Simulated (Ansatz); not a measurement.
# What x(B) = 0.5, 8 atoms, Pmn2_1 does to AlP

The reference is AlP in the zinc blende structure (space group F-43m, No. 216; a = 5.5078 Å).

The other end (x = 1) is BP in the zinc blende structure (space group F-43m, No. 216): 11.76 Å³/atom, gap 1.25 eV.

Perturbation: B replaces 50.0 % of the Al, ordered in a cell of 8 atoms (starting symmetry Pmn2_1) and fully relaxed.

Calculations: PBE in Ansatz (plane waves to 420 eV, PAW, spin-orbit coupling left out). k-mesh 9×5×7 (Γ-centred); smearing 0.05 eV (Fermi–Dirac), for the changed cell.

The density rises by 0.305 g/cm³ (2.30 g/cm³ → 2.61 g/cm³) and the shortest interatomic distance shrinks by 0.395 Å (2.385 Å → 1.990 Å). The band gap decreases by 1.14 eV (1.63 eV → 0.49 eV) and the gap character (in this cell's own zone, which can be folded) comes out as direct at Γ. The electron mass goes from 0.81 mₑ along k, 0.25 mₑ across (at X) to 0.49 mₑ along a, 0.17 mₑ along b, 1.2 mₑ along c (at Γ) and the valence-band top at Γ (three highest levels, from the VBM) goes from 0.00, 0.00, 0.00 eV to 0.00, -0.58, -0.65 eV. The mixing energy is +189 meV/atom and the deviation of the volume from the linear (Vegard-type) interpolation comes out as -2.8 %. The bowing parameter b of this ordering, from Eg = [1−x] Eg[0] + x Eg[1] − b x [1−x], amounts to 3.8 eV and the mean first-shell distances amounts to Al–P 2.343 Å (end compound 2.385 Å), B–P 2.036 Å (end compound 1.970 Å).

Final structure:

```
CELL_PARAMETERS angstrom
      3.49924     0.00000     0.00000
      0.00000     7.22598     0.00000
      0.00000     0.00000     5.02180
ATOMIC_POSITIONS crystal
  P  0.50000 0.90284 0.78499
  P  0.00000 0.09716 0.28499
  P  0.50000 0.34112 0.70418
  P  0.00000 0.65888 0.20418
  B  0.00000 0.89794 0.00750
  B  0.50000 0.10206 0.50750
  Al 0.00000 0.36323 0.00333
  Al 0.50000 0.63677 0.50333
```

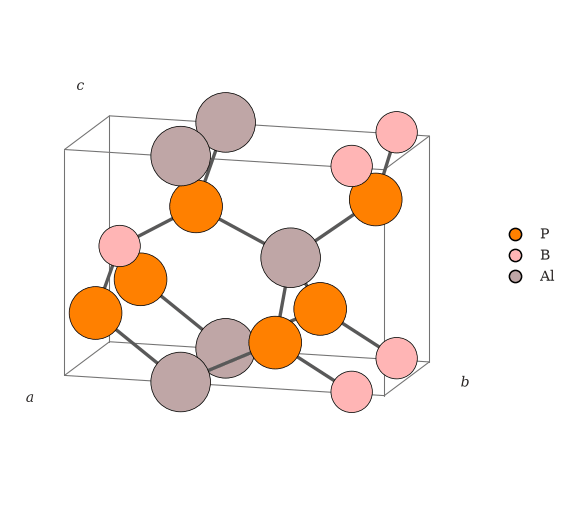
Fig. 1. The relaxed conventional cell after the change

Cost of the whole job for the changed cell (relaxation, final SCF and bands): about 2.3 core-minutes (a rough figure).

Each cell is one ordered arrangement of few atoms, which overstates ordering effects compared with a random alloy. Masses are band curvatures over ±0.01 Å⁻¹ around the edge. Along k means along the line from Γ to the band edge. No phonon test of stability was made. Labels are those of the standard path for the cell's own space group.

Ansatz is a program for electronic structure.
